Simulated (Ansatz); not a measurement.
**Molecular dynamics, with input and output: SiNH$_{7}$OF$_{2}$ (part 4 of 4)**

The same run, continued: SiNH$_{7}$OF$_{2}$; RKS BLYP/def2-SVP (Ansatz 0.2.0). It belongs to a series of runs on one base structure; here: dynamics from the highest image of the converged band.

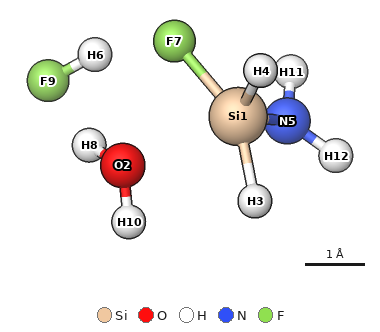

Fig. 1: The geometry at step 168 of the log (ball-and-stick view, seen at a tilt; atoms are numbered from 1 in the order of the input).

**Trajectory as extended XYZ, continued**
```
12
Properties=species:S:1:pos:R:3:forces:R:3 step=135 time_fs=67.5 energy=-16953.06282 temperature=142.4
Si   -0.1750   -0.9199    0.0152   -0.5631   0.0085  -0.1304
O    -0.6794    0.5446    1.3319    0.0355   0.2703  -0.0059
H    -1.6681   -1.2215    0.1046   -0.1232   0.1477  -0.0315
H     0.3370   -2.0825    0.7802    0.1874  -0.3063   0.0700
N    -0.1547   -0.5922   -1.6937   -0.2167  -0.2510  -0.1165
H     1.4766    1.3837    0.4590   -0.1657   0.1093   0.1263
F     1.3475   -0.1027    0.1699    0.8611   0.5028   0.1597
H    -0.0835    1.3838    1.3341   -0.3685  -0.4932  -0.1644
F     1.1655    2.2436    0.8357    0.1180  -0.1949  -0.0938
H    -1.6171    0.7822    1.1749    0.1267   0.1091   0.1027
H     0.7269   -0.4319   -2.1857    0.0260  -0.0136  -0.0428
H    -0.8878   -0.9564   -2.3132    0.0825   0.1113   0.1264
12
Properties=species:S:1:pos:R:3:forces:R:3 step=141 time_fs=70.5 energy=-16953.05159 temperature=133.8
Si   -0.1767   -0.9321    0.0070   -0.0363  -0.4692   0.3127
O    -0.6760    0.5472    1.3443   -0.7077  -0.3969  -0.0759
H    -1.6753   -1.2061    0.0999   -0.0662   0.1262  -0.0192
H     0.3333   -2.1479    0.8081   -0.0858   0.4399  -0.4324
N    -0.1599   -0.5901   -1.7026    0.1333  -0.2202  -0.1847
H     1.4876    1.4124    0.4667   -0.0992  -0.1150   0.0539
F     1.3429   -0.1016    0.1805    0.6102   0.2577   0.0848
H    -0.1304    1.3820    1.3086    0.3011   0.2178  -0.0973
F     1.1751    2.2607    0.8354    0.0314   0.0679  -0.0372
H    -1.6160    0.7671    1.1678    0.1342   0.0580   0.1444
H     0.7237   -0.4336   -2.2049   -0.1190  -0.0368   0.1548
H    -0.8667   -0.9881   -2.3276   -0.0960   0.0705   0.0961
12
Properties=species:S:1:pos:R:3:forces:R:3 step=146 time_fs=73.0 energy=-16953.02894 temperature=116.4
Si   -0.1782   -0.9432    0.0008    0.1175  -0.4026   0.3704
O    -0.6757    0.5480    1.3543   -0.4620  -0.5152  -0.0399
H    -1.6857   -1.1850    0.0946    0.0183   0.0743  -0.0108
H     0.3263   -2.1780    0.8061   -0.1428   0.6165  -0.5471
N    -0.1639   -0.5895   -1.7108    0.1228  -0.2295   0.0769
H     1.4899    1.4296    0.4768   -0.0055  -0.3249  -0.0354
F     1.3413   -0.0998    0.1896    0.4040   0.0986   0.0253
H    -0.1545    1.3889    1.2806    0.4804   0.3244  -0.0409
F     1.1831    2.2752    0.8349   -0.0758   0.2627   0.0298
H    -1.6078    0.7588    1.1708   -0.2905   0.0839   0.0827
H     0.7153   -0.4371   -2.2124    0.0896   0.0007   0.0849
H    -0.8544   -1.0097   -2.3332   -0.2558   0.0113   0.0038
12
Properties=species:S:1:pos:R:3:forces:R:3 step=151 time_fs=75.5 energy=-16953.04507 temperature=128.7
Si   -0.1796   -0.9552   -0.0047   -0.0365   0.1651   0.1391
O    -0.6771    0.5473    1.3641   -0.1111   0.3075  -0.2009
H    -1.6953   -1.1596    0.0886    0.0719  -0.0091  -0.0096
H     0.3117   -2.1737    0.7730   -0.0078   0.3014  -0.3344
N    -0.1674   -0.5899   -1.7187   -0.0728  -0.3545   0.1698
H     1.4911    1.4298    0.4858   -0.0723  -0.1042   0.0490
F     1.3409   -0.0977    0.1988    0.2815   0.0280  -0.0252
H    -0.1532    1.4105    1.2507    0.0323  -0.4258   0.1050
F     1.1910    2.2903    0.8346   -0.0467  -0.0456  -0.0803
H    -1.6137    0.7550    1.1793   -0.1254   0.0262   0.1026
H     0.7117   -0.4407   -2.2150    0.2011   0.0039  -0.0088
H    -0.8558   -1.0298   -2.3375   -0.1143   0.1071   0.0938
12
Properties=species:S:1:pos:R:3:forces:R:3 step=157 time_fs=78.5 energy=-16953.02669 temperature=114.5
Si   -0.1814   -0.9687   -0.0111   -0.3217   1.2162  -0.4306
O    -0.6796    0.5477    1.3748   -0.2659   0.4417  -0.3264
H    -1.7013   -1.1304    0.0809    0.0691  -0.1103   0.0062
H     0.2957   -2.1505    0.7106    0.3075  -0.5119   0.1992
N    -0.1718   -0.5924   -1.7273    0.1571  -0.3624   0.1772
H     1.4864    1.4242    0.5011   -0.1251   0.2417   0.1370
F     1.3417   -0.0950    0.2097    0.1264  -0.0383  -0.0652
H    -0.1487    1.4057    1.2236   -0.1433  -0.4757   0.2199
F     1.2003    2.3081    0.8337    0.0060  -0.4892  -0.2112
H    -1.6270    0.7521    1.1979    0.2716  -0.0154   0.1386
H     0.7197   -0.4456   -2.2175   -0.1088  -0.0785   0.0627
H    -0.8657   -1.0450   -2.3354    0.0271   0.1822   0.0927
12
Properties=species:S:1:pos:R:3:forces:R:3 step=162 time_fs=81.0 energy=-16953.00911 temperature=101.0
Si   -0.1836   -0.9774   -0.0172   -0.2335   1.5649  -0.6359
O    -0.6827    0.5497    1.3825   -0.2454  -0.4436  -0.1166
H    -1.7019   -1.1128    0.0748    0.0363  -0.1715   0.0416
H     0.3004   -2.1595    0.6682    0.3686  -0.7388   0.3645
N    -0.1748   -0.5961   -1.7336    0.3427  -0.2503   0.4392
H     1.4753    1.4322    0.5216    0.0284   0.0857   0.0126
F     1.3428   -0.0929    0.2186   -0.0858  -0.1410  -0.0882
H    -0.1519    1.3736    1.2143    0.1814   0.3264   0.1459
F     1.2080    2.3215    0.8323   -0.0837  -0.3486  -0.1233
H    -1.6248    0.7496    1.2219   -0.0742   0.1148   0.0454
H     0.7216   -0.4542   -2.2164   -0.1563  -0.0965   0.0103
H    -0.8736   -1.0466   -2.3283   -0.0784   0.0984  -0.0957
12
Properties=species:S:1:pos:R:3:forces:R:3 step=168 time_fs=84.0 energy=-16953.01488 temperature=105.3
Si   -0.1868   -0.9837   -0.0262    0.2852   0.9043  -0.1984
O    -0.6875    0.5499    1.3911   -0.0247  -0.6110  -0.0624
H    -1.6998   -1.1054    0.0710    0.0001  -0.2186   0.0811
H     0.3317   -2.2205    0.6418    0.0199   0.0172  -0.0068
N    -0.1768   -0.6021   -1.7385    0.0641  -0.2500   0.5904
H     1.4655    1.4454    0.5460    0.2257  -0.2658  -0.1708
F     1.3436   -0.0910    0.2288   -0.3138  -0.2449  -0.1132
H    -0.1430    1.3591    1.2148    0.0955   0.4475   0.1601
F     1.2169    2.3362    0.8302   -0.2301  -0.0302   0.0306
H    -1.6284    0.7560    1.2542   -0.1951   0.1955  -0.0096
H     0.7148   -0.4715   -2.2161    0.1178  -0.0449  -0.1854
H    -0.8887   -1.0403   -2.3268   -0.0444   0.1009  -0.1155
12
Properties=species:S:1:pos:R:3:forces:R:3 step=173 time_fs=86.5 energy=-16952.99853 temperature=92.8
Si   -0.1888   -0.9867   -0.0343    0.6043   0.3199   0.2253
O    -0.6917    0.5478    1.3980    0.0351   0.1916  -0.2610
H    -1.6979   -1.1133    0.0729   -0.0042  -0.2205   0.0906
H     0.3608   -2.2739    0.6214   -0.2458   0.6205  -0.2657
N    -0.1779   -0.6082   -1.7401    0.0380  -0.2514   0.2641
H     1.4703    1.4431    0.5568    0.1416   0.0231  -0.1077
F     1.3433   -0.0902    0.2370   -0.3964  -0.2682  -0.1302
H    -0.1301    1.3737    1.2261   -0.3803  -0.2300   0.2862
F     1.2235    2.3481    0.8285   -0.1797  -0.3927  -0.0361
H    -1.6415    0.7731    1.2809    0.2771   0.0768   0.0267
H     0.7140   -0.4894   -2.2261    0.0108  -0.0391  -0.1166
H    -0.9039   -1.0284   -2.3325    0.0995   0.1699   0.0243
12
Properties=species:S:1:pos:R:3:forces:R:3 step=178 time_fs=89.0 energy=-16952.99759 temperature=92.1
Si   -0.1896   -0.9889   -0.0419    0.7073   0.1256   0.3955
O    -0.6957    0.5462    1.4040    0.0656   0.3257  -0.2273
H    -1.6960   -1.1340    0.0802    0.0231  -0.1620   0.0825
H     0.3763   -2.2927    0.5864   -0.2915   0.7258  -0.2579
N    -0.1787   -0.6154   -1.7404    0.3034  -0.1353  -0.0597
H     1.4831    1.4424    0.5613   -0.0270   0.3755  -0.0064
F     1.3418   -0.0903    0.2448   -0.4477  -0.2757  -0.1461
H    -0.1369    1.3779    1.2535   -0.2852  -0.2992   0.2294
F     1.2296    2.3588    0.8267   -0.0749  -0.7741  -0.1161
H    -1.6412    0.7951    1.3088    0.2025   0.0005   0.0098
H     0.7133   -0.5095   -2.2424   -0.2002  -0.0307   0.0641
H    -0.9145   -1.0069   -2.3376    0.0246   0.1239   0.0322
12
Properties=species:S:1:pos:R:3:forces:R:3 step=184 time_fs=92.0 energy=-16953.02582 temperature=113.8
Si   -0.1886   -0.9911   -0.0500    0.5847   0.4831   0.2668
O    -0.7003    0.5454    1.4101   -0.0880  -0.3202  -0.0128
H    -1.6917   -1.1709    0.0953    0.0605  -0.0274   0.0533
H     0.3742   -2.2631    0.5267   -0.0346   0.1419   0.0665
N    -0.1782   -0.6248   -1.7411    0.1700  -0.0432  -0.1290
H     1.4972    1.4668    0.5651   -0.0132   0.0267  -0.0931
F     1.3380   -0.0915    0.2535   -0.5240  -0.2866  -0.1700
H    -0.1615    1.3660    1.3029    0.3913   0.3347   0.0310
F     1.2365    2.3686    0.8240   -0.1273  -0.3767   0.0078
H    -1.6301    0.8220    1.3429   -0.3153  -0.0191  -0.0283
H     0.7000   -0.5355   -2.2583    0.0507   0.0442   0.0213
H    -0.9267   -0.9719   -2.3418   -0.1549   0.0425  -0.0134
12
Properties=species:S:1:pos:R:3:forces:R:3 step=189 time_fs=94.5 energy=-16953.00463 temperature=97.5
Si   -0.1863   -0.9917   -0.0561    0.3166   1.0142   0.1062
O    -0.7045    0.5439    1.4151   -0.3121   0.0403   0.0037
H    -1.6845   -1.2039    0.1114    0.0611   0.0871   0.0131
H     0.3696   -2.2278    0.4803    0.3044  -0.6016   0.4104
N    -0.1770   -0.6328   -1.7424   -0.1659  -0.0497  -0.2977
H     1.5083    1.4899    0.5623    0.0665  -0.4298  -0.2104
F     1.3331   -0.0936    0.2602   -0.5132  -0.2394  -0.1852
H    -0.1621    1.3714    1.3475    0.3379   0.0984  -0.0208
F     1.2419    2.3755    0.8219   -0.2363   0.0912   0.1563
H    -1.6360    0.8426    1.3697   -0.0337  -0.1680  -0.0239
H     0.6906   -0.5547   -2.2698    0.2303   0.0836  -0.0469
H    -0.9452   -0.9392   -2.3453   -0.0559   0.0738   0.0953
12
Properties=species:S:1:pos:R:3:forces:R:3 step=195 time_fs=97.5 energy=-16952.99777 temperature=92.2
Si   -0.1828   -0.9898   -0.0630    0.2905   0.7672   0.3042
O    -0.7108    0.5426    1.4211   -0.0144   0.7351   0.0238
H    -1.6712   -1.2364    0.1315    0.0324   0.1822  -0.0351
H     0.3868   -2.2298    0.4555    0.3069  -0.5870   0.3912
N    -0.1762   -0.6427   -1.7457   -0.0171   0.0295  -0.5880
H     1.5241    1.4910    0.5447   -0.1657   0.0691  -0.0278
F     1.3251   -0.0969    0.2674   -0.3811  -0.1177  -0.1910
H    -0.1413    1.3797    1.3990   -0.1706  -0.5629  -0.0848
F     1.2474    2.3836    0.8198   -0.0641  -0.4520   0.0172
H    -1.6442    0.8541    1.3998    0.2095  -0.1989  -0.0396
H     0.6935   -0.5715   -2.2853   -0.0848   0.0645   0.1088
H    -0.9711   -0.8943   -2.3421    0.0585   0.0709   0.1211
12
Properties=species:S:1:pos:R:3:forces:R:3 step=200 time_fs=100.0 energy=-16953.01041 temperature=101.8
Si   -0.1790   -0.9865   -0.0681    0.6138  -0.1283   0.6557
O    -0.7163    0.5442    1.4262    0.2663   0.1723   0.0596
H    -1.6579   -1.2520    0.1462   -0.0042   0.2212  -0.0602
H     0.4201   -2.2678    0.4596   -0.0469   0.1367   0.0628
N    -0.1757   -0.6508   -1.7510    0.0936   0.1067  -0.4087
H     1.5280    1.4929    0.5271   -0.2806   0.3800   0.1047
F     1.3170   -0.1002    0.2727   -0.2822  -0.0342  -0.1928
H    -0.1307    1.3562    1.4368   -0.0667  -0.1855  -0.1301
F     1.2518    2.3890    0.8182    0.0457  -0.7659  -0.0888
H    -1.6405    0.8517    1.4224   -0.1731   0.0218  -0.0437
H     0.6929   -0.5810   -2.2927   -0.1426   0.0657   0.0727
H    -0.9900   -0.8524   -2.3323   -0.0228   0.0096  -0.0310
```

This output came from the following input.

**The input**
```yaml
crystal:
  periodic: [false, false, false]
  atoms:
    - { symbol: Si, position_ang: [-0.279154, -0.887482, 0.070222] }
    - { symbol: O, position_ang: [-0.642095, 0.53775, 1.193606] }
    - { symbol: H, position_ang: [-1.741786, -1.308992, 0.115258] }
    - { symbol: H, position_ang: [0.420995, -1.952943, 0.839424] }
    - { symbol: "N", position_ang: [-0.164496, -0.590701, -1.624026] }
    - { symbol: H, position_ang: [1.494475, 1.101692, 0.440282] }
    - { symbol: F, position_ang: [1.555396, -0.006051, 0.125785] }
    - { symbol: H, position_ang: [0.076572, 1.42587, 1.129402] }
    - { symbol: F, position_ang: [1.078508, 2.104538, 0.862699] }
    - { symbol: H, position_ang: [-1.587642, 0.781432, 1.197064] }
    - { symbol: H, position_ang: [0.71356, -0.362366, -2.09194] }
    - { symbol: H, position_ang: [-0.924133, -0.842646, -2.257773] }
basis:
  gaussian: { orbitals: def2-SVP }
hamiltonian:
  xc: blyp
md:
  timestep: 0.5
  n_steps: 200
  ensemble: nve
  temperature: 100.0
  initial_velocities: maxwell_boltzmann
  seed: 9198
```

Launch command:
```bash
ansatz run input.yaml --threads 2 --pin off --max-ram 3072MiB --backend cpu --events-out ev --progress --plain --runs-dir out
```

**Results in brief**

```json
{"quantity": "outcome", "value": "finished"}
{"quantity": "mean temperature over the second half", "value": "117 K"}
{"quantity": "trajectory", "value": "200 steps, 100 fs"}
{"quantity": "ensemble", "value": "nve"}
{"quantity": "temperature in the input", "value": "100.0 K"}
{"quantity": "time step", "value": "0.5 fs"}
{"quantity": "potential energy (last step)", "value": "−16953.0108 eV"}
{"quantity": "mean-field energy (last step)", "value": "−16953.0108 eV"}
{"quantity": "largest force (length of the vector) (last step)", "value": "0.907 eV/Å"}
{"quantity": "hardware", "value": "2 threads of Intel Xeon (Sapphire Rapids), 16 GiB of memory available, shared host"}
{"quantity": "wall time", "value": "5.5 min (CPU time 11 min)"}
{"quantity": "peak memory", "value": "0.16 GiB"}
```

**Notes**

So short a trajectory is not equilibrated.
